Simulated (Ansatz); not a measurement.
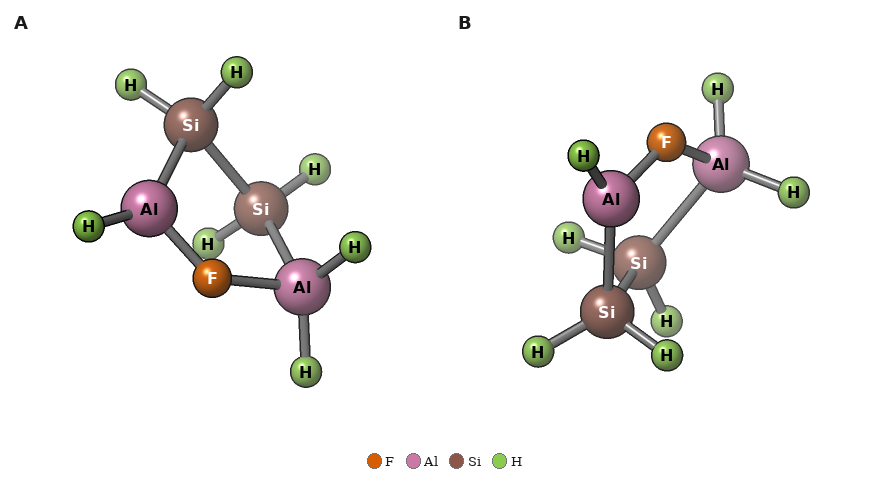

Depth is shown by fading: the farther an atom, the more it takes the colour of the background. Computed geometry: PBE0-D4/def2-TZVP optimisation.

### Can A be turned into B by a rotation alone?

No. They are mirror images that no rotation superimposes: the geometry of Al2FH7Si2 is chiral (C1). Their energies are equal.
